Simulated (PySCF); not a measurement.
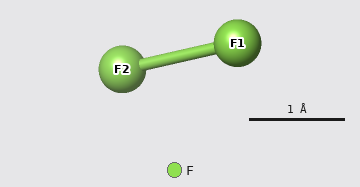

**Figure 1.** The structure (ball-and-stick view, seen at a tilt; atoms are numbered from 1 in the order of the input). Bond lengths as drawn: F–F 1.41 Å.

**Run report: F$_{2}$, frequency calculation**

- system: F$_{2}$
- method: RKS-based PBE, F def2-TZVP; non-relativistic Hamiltonian; density fitting (PySCF 2.14.0)

### The program's output
```
init E= -199.423036316402
  HOMO = -0.343481813854388  LUMO = -0.209842444735834  gap/eV = 3.63651
cycle= 1 E= -199.423036316402  delta_E= 2.84e-13  |g|= 1.36e-06  |ddm|= 1.12e-06
  HOMO = -0.343481343313999  LUMO = -0.209841942757123  gap/eV = 3.63651
Extra cycle  E= -199.423036316402  delta_E= -3.13e-13  |g|= 1.75e-06  |ddm|= 1.34e-06
converged SCF energy = -199.423036316402
```

This output came from the following input.

### Input
```python
from pyscf import gto, scf, dft
mol = gto.M(atom='''
F     -0.000000     0.000000    -0.706582
F      0.000000    -0.000000     0.706582''',
    basis={'F': 'def2-TZVP'},
    charge=0, spin=0)
mf = dft.RKS(mol, xc='PBE')
mf.grids.atom_grid = (75, 302)
aux = {'F': 'def2-universal-JKFIT'}
mf = mf.density_fit(auxbasis=aux)
mf.conv_tol = 1e-09
mf.diis_space = 10
mf.max_cycle = 60
mf.verbose = 4
mf.kernel()
```

The script is an equivalent of the set-up of the self-consistent field. The run itself was carried out by a driver, which started from the orbitals of the step before it where there was one and computed the further properties.

Run as:
```bash
OMP_NUM_THREADS=1 python axn.py task.json out
```

### Summary

```tsv
quantity	value
outcome	converged
total energy	−199.423036 hartree
HOMO	−9.35 eV
LUMO	−5.71 eV
zero-point energy	0.002272 hartree
dipole moment	0.00 D
wavenumbers, lowest and highest	997 cm⁻¹
hardware	1 thread of Intel Xeon (Sapphire Rapids), 32 GiB of memory available, shared host
wall time	4.2 s
peak memory	0.51 GiB
```
